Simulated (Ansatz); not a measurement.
Molecular dynamics of CH4F4Si (part 1 of 4)

System: CH4F4Si.
Method: UKS PBE0-D4/STO-3G (Ansatz 0.2.0).

It belongs to a series of runs on one base structure; here: dynamics from the start.

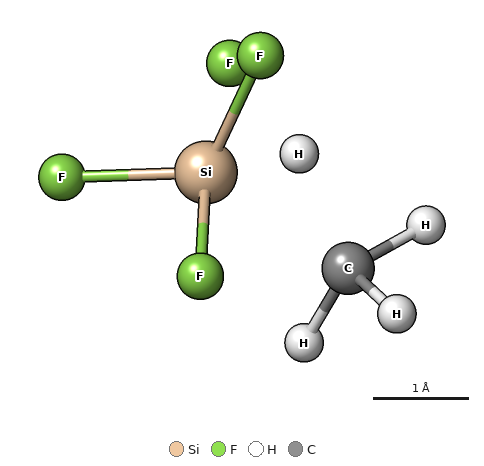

The structure as given in the input (ball-and-stick view, seen at a tilt).

### Input
```yaml
crystal:
  periodic: [false, false, false]
  atoms:
    - { symbol: Si, position_ang: [-0.6119, 0.3854, -0.7589] }
    - { symbol: F, position_ang: [1.3498, 0.7086, -0.9818] }
    - { symbol: F, position_ang: [-0.5199, -0.304, -2.1757] }
    - { symbol: F, position_ang: [-2.112, -0.0339, -0.3894] }
    - { symbol: F, position_ang: [-0.7267, 1.9543, -0.621] }
    - { symbol: H, position_ang: [1.1613, 0.0917, 0.0332] }
    - { symbol: C, position_ang: [0.3325, -0.5581, 0.9526] }
    - { symbol: H, position_ang: [-0.5099, -0.4393, 1.6302] }
    - { symbol: H, position_ang: [1.1793, -0.1839, 1.5406] }
    - { symbol: H, position_ang: [0.4575, -1.6207, 0.7701] }
magnetization:
  spin_polarized: true
basis:
  gaussian: { orbitals: STO-3G }
hamiltonian:
  xc: pbe0
  dispersion: d4
md:
  timestep: 0.5
  n_steps: 150
  ensemble: nve
  temperature: 1000.0
  initial_velocities: maxwell_boltzmann
  seed: 478582
```

Run on 1 thread of Arm Neoverse V1, 24 GiB of memory available, shared host.

Launch command:
```bash
ansatz run input.yaml --threads 1 --pin off --max-ram 2048MiB --backend cpu --events-out ev --progress --plain --runs-dir out
```

### Output
```
Engine: ansatz 0.2.0, aarch64-unknown-linux-gnu
Functional definition: PBE0
  parameter a = 0.25
  parameter kappa = 0.804
  parameter beta = 0.06672455060314922
  exchange = (1 - a)*pbe_x(kappa = kappa, mu = beta*pi^2/3) + a*exact_x
  correlation = pbe_c(beta = beta)
564 factors; integrals over basis functions are off by at most 9.8e-6 eV
mean field evaluation 1: about -19567.1114 eV, gradient 2.2e1 eV
mean field evaluation 2: about -19567.7416 eV, gradient 2.2e1 eV
mean field evaluation 4: about -19570.9494 eV, gradient 4.7e-1 eV
mean field evaluation 8: about -19570.9607 eV, gradient 5.2e-3 eV
mean field -19570.96067165 eV, -719.2195390097 hartree, gradient 4.3e-6 eV, S^2 0.000000; 0 other end points of the search recorded, 0 dependent functions left out
the calculation of the forces begins
reference -19570.96068471 eV, -719.2195394894 hartree; 30, 30 occupied and 8, 8 virtual orbitals, 564 factors
md step     0: t =     0.00 fs  T =  1000.0 K  F+E_penalty+E_count = -19571.11178468 eV  E_kin = 1.034080 eV  conserved = -19570.07770469 eV  (24 SCF iters)
these checks for a lower state are left out or cut short: starts, cluster_reference, orbital_swaps, neighbouring_geometries, increment
564 factors; integrals over basis functions are off by at most 9.8e-6 eV
mean field evaluation 16: about -19571.0684 eV, gradient 7.9e-3 eV
mean field -19571.07699657 eV, -719.2238138713 hartree, gradient 1.7e-5 eV, S^2 0.000000; 0 other end points of the search recorded, 0 dependent functions left out
the calculation of the forces begins
reference -19571.07700961 eV, -719.2238143506 hartree; 30, 30 occupied and 8, 8 virtual orbitals, 564 factors
md step     1: t =     0.50 fs  T =  1111.8 K  F+E_penalty+E_count = -19571.22809997 eV  E_kin = 1.149717 eV  conserved = -19570.07838261 eV  (27 SCF iters, 3 dispersion substeps)
[... from here on the SCF iterations and repeated set-up lines of each step are left out, up to the last step ...]
md step     2: t =     1.00 fs  T =  1235.7 K  F+E_penalty+E_count = -19571.35727904 eV  E_kin = 1.277800 eV  conserved = -19570.07947862 eV  (27 SCF iters, 3 dispersion substeps)
md step     3: t =     1.50 fs  T =  1354.9 K  F+E_penalty+E_count = -19571.48272906 eV  E_kin = 1.401075 eV  conserved = -19570.08165406 eV  (27 SCF iters, 3 dispersion substeps)
md step     4: t =     2.00 fs  T =  1439.3 K  F+E_penalty+E_count = -19571.57363529 eV  E_kin = 1.488328 eV  conserved = -19570.08530726 eV  (27 SCF iters, 3 dispersion substeps)
md step     5: t =     2.50 fs  T =  1444.0 K  F+E_penalty+E_count = -19571.58244744 eV  E_kin = 1.493254 eV  conserved = -19570.08919392 eV  (27 SCF iters, 3 dispersion substeps)
md step     6: t =     3.00 fs  T =  1334.0 K  F+E_penalty+E_count = -19571.46823991 eV  E_kin = 1.379501 eV  conserved = -19570.08873874 eV  (27 SCF iters, 3 dispersion substeps)
md step     7: t =     3.50 fs  T =  1145.1 K  F+E_penalty+E_count = -19571.26330086 eV  E_kin = 1.184159 eV  conserved = -19570.07914139 eV  (26 SCF iters, 3 dispersion substeps)
md step     8: t =     4.00 fs  T =  1023.4 K  F+E_penalty+E_count = -19571.12564363 eV  E_kin = 1.058312 eV  conserved = -19570.06733211 eV  (26 SCF iters, 3 dispersion substeps)
md step     9: t =     4.50 fs  T =  1116.0 K  F+E_penalty+E_count = -19571.22417655 eV  E_kin = 1.154062 eV  conserved = -19570.07011470 eV  (25 SCF iters, 3 dispersion substeps)
md step    10: t =     5.00 fs  T =  1385.7 K  F+E_penalty+E_count = -19571.51775077 eV  E_kin = 1.432936 eV  conserved = -19570.08481475 eV  (26 SCF iters, 3 dispersion substeps)
md step    11: t =     5.50 fs  T =  1641.8 K  F+E_penalty+E_count = -19571.79163226 eV  E_kin = 1.697797 eV  conserved = -19570.09383560 eV  (26 SCF iters, 3 dispersion substeps)
md step    12: t =     6.00 fs  T =  1743.4 K  F+E_penalty+E_count = -19571.89549774 eV  E_kin = 1.802835 eV  conserved = -19570.09266270 eV  (26 SCF iters, 3 dispersion substeps)
md step    13: t =     6.50 fs  T =  1682.1 K  F+E_penalty+E_count = -19571.82629859 eV  E_kin = 1.739406 eV  conserved = -19570.08689256 eV  (26 SCF iters, 3 dispersion substeps)
md step    14: t =     7.00 fs  T =  1526.6 K  F+E_penalty+E_count = -19571.65970833 eV  E_kin = 1.578619 eV  conserved = -19570.08108967 eV  (26 SCF iters, 3 dispersion substeps)
md step    15: t =     7.50 fs  T =  1357.5 K  F+E_penalty+E_count = -19571.48067758 eV  E_kin = 1.403801 eV  conserved = -19570.07687662 eV  (28 SCF iters, 3 dispersion substeps)
md step    16: t =     8.00 fs  T =  1237.1 K  F+E_penalty+E_count = -19571.35381593 eV  E_kin = 1.279259 eV  conserved = -19570.07455666 eV  (27 SCF iters, 3 dispersion substeps)
md step    17: t =     8.50 fs  T =  1200.8 K  F+E_penalty+E_count = -19571.31573265 eV  E_kin = 1.241756 eV  conserved = -19570.07397628 eV  (26 SCF iters, 3 dispersion substeps)
md step    18: t =     9.00 fs  T =  1258.5 K  F+E_penalty+E_count = -19571.37612230 eV  E_kin = 1.301394 eV  conserved = -19570.07472799 eV  (25 SCF iters, 3 dispersion substeps)
md step    19: t =     9.50 fs  T =  1399.3 K  F+E_penalty+E_count = -19571.52345481 eV  E_kin = 1.447018 eV  conserved = -19570.07643654 eV  (25 SCF iters, 3 dispersion substeps)
md step    20: t =    10.00 fs  T =  1597.0 K  F+E_penalty+E_count = -19571.73059814 eV  E_kin = 1.651438 eV  conserved = -19570.07916056 eV  (26 SCF iters, 3 dispersion substeps)
md step    21: t =    10.50 fs  T =  1809.5 K  F+E_penalty+E_count = -19571.95460114 eV  E_kin = 1.871200 eV  conserved = -19570.08340138 eV  (26 SCF iters, 3 dispersion substeps)
md step    22: t =    11.00 fs  T =  1974.3 K  F+E_penalty+E_count = -19572.13090882 eV  E_kin = 2.041563 eV  conserved = -19570.08934570 eV  (26 SCF iters, 3 dispersion substeps)
md step    23: t =    11.50 fs  T =  2012.4 K  F+E_penalty+E_count = -19572.17546776 eV  E_kin = 2.080940 eV  conserved = -19570.09452781 eV  (26 SCF iters, 3 dispersion substeps)
md step    24: t =    12.00 fs  T =  1871.3 K  F+E_penalty+E_count = -19572.02704601 eV  E_kin = 1.935120 eV  conserved = -19570.09192603 eV  (26 SCF iters, 3 dispersion substeps)
md step    25: t =    12.50 fs  T =  1613.6 K  F+E_penalty+E_count = -19571.74559627 eV  E_kin = 1.668565 eV  conserved = -19570.07703102 eV  (26 SCF iters, 3 dispersion substeps)
md step    26: t =    13.00 fs  T =  1439.3 K  F+E_penalty+E_count = -19571.55268423 eV  E_kin = 1.488309 eV  conserved = -19570.06437530 eV  (25 SCF iters, 3 dispersion substeps)
md step    27: t =    13.50 fs  T =  1497.2 K  F+E_penalty+E_count = -19571.62087722 eV  E_kin = 1.548232 eV  conserved = -19570.07264500 eV  (25 SCF iters, 3 dispersion substeps)
md step    28: t =    14.00 fs  T =  1692.6 K  F+E_penalty+E_count = -19571.83896803 eV  E_kin = 1.750271 eV  conserved = -19570.08869717 eV  (26 SCF iters, 3 dispersion substeps)
md step    29: t =    14.50 fs  T =  1818.7 K  F+E_penalty+E_count = -19571.97463058 eV  E_kin = 1.880729 eV  conserved = -19570.09390174 eV  (26 SCF iters, 3 dispersion substeps)
md step    30: t =    15.00 fs  T =  1781.0 K  F+E_penalty+E_count = -19571.93136112 eV  E_kin = 1.841665 eV  conserved = -19570.08969646 eV  (26 SCF iters, 3 dispersion substeps)
md step    31: t =    15.50 fs  T =  1615.2 K  F+E_penalty+E_count = -19571.75372869 eV  E_kin = 1.670197 eV  conserved = -19570.08353189 eV  (26 SCF iters, 3 dispersion substeps)
md step    32: t =    16.00 fs  T =  1400.8 K  F+E_penalty+E_count = -19571.52734207 eV  E_kin = 1.448538 eV  conserved = -19570.07880399 eV  (26 SCF iters, 3 dispersion substeps)
md step    33: t =    16.50 fs  T =  1206.6 K  F+E_penalty+E_count = -19571.32346721 eV  E_kin = 1.247670 eV  conserved = -19570.07579768 eV  (28 SCF iters, 3 dispersion substeps)
md step    34: t =    17.00 fs  T =  1078.4 K  F+E_penalty+E_count = -19571.18929630 eV  E_kin = 1.115158 eV  conserved = -19570.07413800 eV  (28 SCF iters, 3 dispersion substeps)
md step    35: t =    17.50 fs  T =  1042.0 K  F+E_penalty+E_count = -19571.15116565 eV  E_kin = 1.077497 eV  conserved = -19570.07366871 eV  (28 SCF iters, 3 dispersion substeps)
md step    36: t =    18.00 fs  T =  1104.1 K  F+E_penalty+E_count = -19571.21624062 eV  E_kin = 1.141776 eV  conserved = -19570.07446493 eV  (28 SCF iters, 3 dispersion substeps)
md step    37: t =    18.50 fs  T =  1252.5 K  F+E_penalty+E_count = -19571.37181027 eV  E_kin = 1.295231 eV  conserved = -19570.07657910 eV  (26 SCF iters, 3 dispersion substeps)
md step    38: t =    19.00 fs  T =  1454.7 K  F+E_penalty+E_count = -19571.58448470 eV  E_kin = 1.504321 eV  conserved = -19570.08016379 eV  (28 SCF iters, 3 dispersion substeps)
md step    39: t =    19.50 fs  T =  1656.6 K  F+E_penalty+E_count = -19571.79856961 eV  E_kin = 1.713091 eV  conserved = -19570.08547907 eV  (28 SCF iters, 3 dispersion substeps)
md step    40: t =    20.00 fs  T =  1782.4 K  F+E_penalty+E_count = -19571.93508270 eV  E_kin = 1.843196 eV  conserved = -19570.09188700 eV  (27 SCF iters, 3 dispersion substeps)
md step    41: t =    20.50 fs  T =  1752.5 K  F+E_penalty+E_count = -19571.90751777 eV  E_kin = 1.812225 eV  conserved = -19570.09529302 eV  (26 SCF iters, 3 dispersion substeps)
md step    42: t =    21.00 fs  T =  1546.9 K  F+E_penalty+E_count = -19571.68751968 eV  E_kin = 1.599579 eV  conserved = -19570.08794088 eV  (26 SCF iters, 3 dispersion substeps)
md step    43: t =    21.50 fs  T =  1292.3 K  F+E_penalty+E_count = -19571.40680136 eV  E_kin = 1.336369 eV  conserved = -19570.07043263 eV  (26 SCF iters, 3 dispersion substeps)
md step    44: t =    22.00 fs  T =  1215.7 K  F+E_penalty+E_count = -19571.32093249 eV  E_kin = 1.257112 eV  conserved = -19570.06382028 eV  (25 SCF iters, 3 dispersion substeps)
md step    45: t =    22.50 fs  T =  1395.6 K  F+E_penalty+E_count = -19571.52117303 eV  E_kin = 1.443203 eV  conserved = -19570.07796980 eV  (26 SCF iters, 3 dispersion substeps)
md step    46: t =    23.00 fs  T =  1662.3 K  F+E_penalty+E_count = -19571.81075310 eV  E_kin = 1.718979 eV  conserved = -19570.09177450 eV  (26 SCF iters, 3 dispersion substeps)
md step    47: t =    23.50 fs  T =  1819.9 K  F+E_penalty+E_count = -19571.97507115 eV  E_kin = 1.881962 eV  conserved = -19570.09310882 eV  (26 SCF iters, 3 dispersion substeps)
md step    48: t =    24.00 fs  T =  1818.5 K  F+E_penalty+E_count = -19571.96820496 eV  E_kin = 1.880473 eV  conserved = -19570.08773211 eV  (26 SCF iters, 3 dispersion substeps)
md step    49: t =    24.50 fs  T =  1713.0 K  F+E_penalty+E_count = -19571.85361890 eV  E_kin = 1.771380 eV  conserved = -19570.08223917 eV  (27 SCF iters, 3 dispersion substeps)
md step    50: t =    25.00 fs  T =  1576.6 K  F+E_penalty+E_count = -19571.70893085 eV  E_kin = 1.630319 eV  conserved = -19570.07861228 eV  (27 SCF iters, 3 dispersion substeps)
md step    51: t =    25.50 fs  T =  1463.5 K  F+E_penalty+E_count = -19571.58982260 eV  E_kin = 1.513372 eV  conserved = -19570.07645055 eV  (27 SCF iters, 3 dispersion substeps)
md step    52: t =    26.00 fs  T =  1408.2 K  F+E_penalty+E_count = -19571.53127913 eV  E_kin = 1.456211 eV  conserved = -19570.07506777 eV  (27 SCF iters, 3 dispersion substeps)
md step    53: t =    26.50 fs  T =  1432.7 K  F+E_penalty+E_count = -19571.55580996 eV  E_kin = 1.481518 eV  conserved = -19570.07429157 eV  (27 SCF iters, 3 dispersion substeps)
md step    54: t =    27.00 fs  T =  1548.1 K  F+E_penalty+E_count = -19571.67537331 eV  E_kin = 1.600825 eV  conserved = -19570.07454857 eV  (27 SCF iters, 3 dispersion substeps)
md step    55: t =    27.50 fs  T =  1748.8 K  F+E_penalty+E_count = -19571.88495140 eV  E_kin = 1.808390 eV  conserved = -19570.07656182 eV  (27 SCF iters, 3 dispersion substeps)
md step    56: t =    28.00 fs  T =  2003.0 K  F+E_penalty+E_count = -19572.15214830 eV  E_kin = 2.071229 eV  conserved = -19570.08091940 eV  (27 SCF iters, 3 dispersion substeps)
md step    57: t =    28.50 fs  T =  2245.8 K  F+E_penalty+E_count = -19572.40984382 eV  E_kin = 2.322313 eV  conserved = -19570.08753062 eV  (25 SCF iters, 3 dispersion substeps)
md step    58: t =    29.00 fs  T =  2385.8 K  F+E_penalty+E_count = -19572.56137635 eV  E_kin = 2.467084 eV  conserved = -19570.09429235 eV  (26 SCF iters, 3 dispersion substeps)
md step    59: t =    29.50 fs  T =  2343.4 K  F+E_penalty+E_count = -19572.51836268 eV  E_kin = 2.423294 eV  conserved = -19570.09506841 eV  (25 SCF iters, 3 dispersion substeps)
md step    60: t =    30.00 fs  T =  2135.7 K  F+E_penalty+E_count = -19572.29177196 eV  E_kin = 2.208465 eV  conserved = -19570.08330678 eV  (26 SCF iters, 3 dispersion substeps)
md step    61: t =    30.50 fs  T =  1934.1 K  F+E_penalty+E_count = -19572.06754194 eV  E_kin = 2.000057 eV  conserved = -19570.06748524 eV  (26 SCF iters, 3 dispersion substeps)
md step    62: t =    31.00 fs  T =  1932.7 K  F+E_penalty+E_count = -19572.06789394 eV  E_kin = 1.998569 eV  conserved = -19570.06932515 eV  (25 SCF iters, 3 dispersion substeps)
md step    63: t =    31.50 fs  T =  2111.7 K  F+E_penalty+E_count = -19572.26891150 eV  E_kin = 2.183641 eV  conserved = -19570.08527027 eV  (26 SCF iters, 3 dispersion substeps)
md step    64: t =    32.00 fs  T =  2272.9 K  F+E_penalty+E_count = -19572.44431943 eV  E_kin = 2.350365 eV  conserved = -19570.09395483 eV  (26 SCF iters, 3 dispersion substeps)
md step    65: t =    32.50 fs  T =  2280.2 K  F+E_penalty+E_count = -19572.44941319 eV  E_kin = 2.357917 eV  conserved = -19570.09149607 eV  (26 SCF iters, 3 dispersion substeps)
md step    66: t =    33.00 fs  T =  2141.1 K  F+E_penalty+E_count = -19572.29935063 eV  E_kin = 2.214077 eV  conserved = -19570.08527343 eV  (26 SCF iters, 3 dispersion substeps)
md step    67: t =    33.50 fs  T =  1930.6 K  F+E_penalty+E_count = -19572.07663292 eV  E_kin = 1.996417 eV  conserved = -19570.08021605 eV  (26 SCF iters, 3 dispersion substeps)
md step    68: t =    34.00 fs  T =  1719.7 K  F+E_penalty+E_count = -19571.85562477 eV  E_kin = 1.778346 eV  conserved = -19570.07727862 eV  (27 SCF iters, 3 dispersion substeps)
md step    69: t =    34.50 fs  T =  1553.6 K  F+E_penalty+E_count = -19571.68240068 eV  E_kin = 1.606541 eV  conserved = -19570.07585965 eV  (28 SCF iters, 3 dispersion substeps)
md step    70: t =    35.00 fs  T =  1455.7 K  F+E_penalty+E_count = -19571.58054819 eV  E_kin = 1.505320 eV  conserved = -19570.07522813 eV  (28 SCF iters, 3 dispersion substeps)
md step    71: t =    35.50 fs  T =  1437.1 K  F+E_penalty+E_count = -19571.56105449 eV  E_kin = 1.486040 eV  conserved = -19570.07501474 eV  (27 SCF iters, 3 dispersion substeps)
md step    72: t =    36.00 fs  T =  1500.9 K  F+E_penalty+E_count = -19571.62746670 eV  E_kin = 1.552054 eV  conserved = -19570.07541245 eV  (27 SCF iters, 3 dispersion substeps)
md step    73: t =    36.50 fs  T =  1639.7 K  F+E_penalty+E_count = -19571.77274184 eV  E_kin = 1.695540 eV  conserved = -19570.07720149 eV  (27 SCF iters, 3 dispersion substeps)
md step    74: t =    37.00 fs  T =  1824.4 K  F+E_penalty+E_count = -19571.96790845 eV  E_kin = 1.886548 eV  conserved = -19570.08136073 eV  (27 SCF iters, 3 dispersion substeps)
md step    75: t =    37.50 fs  T =  1993.7 K  F+E_penalty+E_count = -19572.14952354 eV  E_kin = 2.061599 eV  conserved = -19570.08792434 eV  (26 SCF iters, 3 dispersion substeps)
md step    76: t =    38.00 fs  T =  2059.9 K  F+E_penalty+E_count = -19572.22395379 eV  E_kin = 2.130092 eV  conserved = -19570.09386210 eV  (23 SCF iters, 3 dispersion substeps)
md step    77: t =    38.50 fs  T =  1959.1 K  F+E_penalty+E_count = -19572.11782565 eV  E_kin = 2.025907 eV  conserved = -19570.09191826 eV  (25 SCF iters, 3 dispersion substeps)
md step    78: t =    39.00 fs  T =  1743.0 K  F+E_penalty+E_count = -19571.88027796 eV  E_kin = 1.802382 eV  conserved = -19570.07789604 eV  (25 SCF iters, 3 dispersion substeps)
md step    79: t =    39.50 fs  T =  1600.7 K  F+E_penalty+E_count = -19571.72099461 eV  E_kin = 1.655302 eV  conserved = -19570.06569295 eV  (24 SCF iters, 3 dispersion substeps)
md step    80: t =    40.00 fs  T =  1677.7 K  F+E_penalty+E_count = -19571.80787844 eV  E_kin = 1.734826 eV  conserved = -19570.07305208 eV  (24 SCF iters, 3 dispersion substeps)
md step    81: t =    40.50 fs  T =  1888.9 K  F+E_penalty+E_count = -19572.04151680 eV  E_kin = 1.953274 eV  conserved = -19570.08824242 eV  (26 SCF iters, 3 dispersion substeps)
md step    82: t =    41.00 fs  T =  2038.3 K  F+E_penalty+E_count = -19572.20124161 eV  E_kin = 2.107810 eV  conserved = -19570.09343186 eV  (26 SCF iters, 3 dispersion substeps)
md step    83: t =    41.50 fs  T =  2032.8 K  F+E_penalty+E_count = -19572.19142745 eV  E_kin = 2.102062 eV  conserved = -19570.08936517 eV  (26 SCF iters, 3 dispersion substeps)
md step    84: t =    42.00 fs  T =  1906.4 K  F+E_penalty+E_count = -19572.05456864 eV  E_kin = 1.971334 eV  conserved = -19570.08323453 eV  (27 SCF iters, 3 dispersion substeps)
md step    85: t =    42.50 fs  T =  1737.2 K  F+E_penalty+E_count = -19571.87510437 eV  E_kin = 1.796416 eV  conserved = -19570.07868875 eV  (26 SCF iters, 3 dispersion substeps)
md step    86: t =    43.00 fs  T =  1590.5 K  F+E_penalty+E_count = -19571.72092351 eV  E_kin = 1.644744 eV  conserved = -19570.07617983 eV  (27 SCF iters, 3 dispersion substeps)
md step    87: t =    43.50 fs  T =  1504.9 K  F+E_penalty+E_count = -19571.63138027 eV  E_kin = 1.556214 eV  conserved = -19570.07516669 eV  (28 SCF iters, 3 dispersion substeps)
```
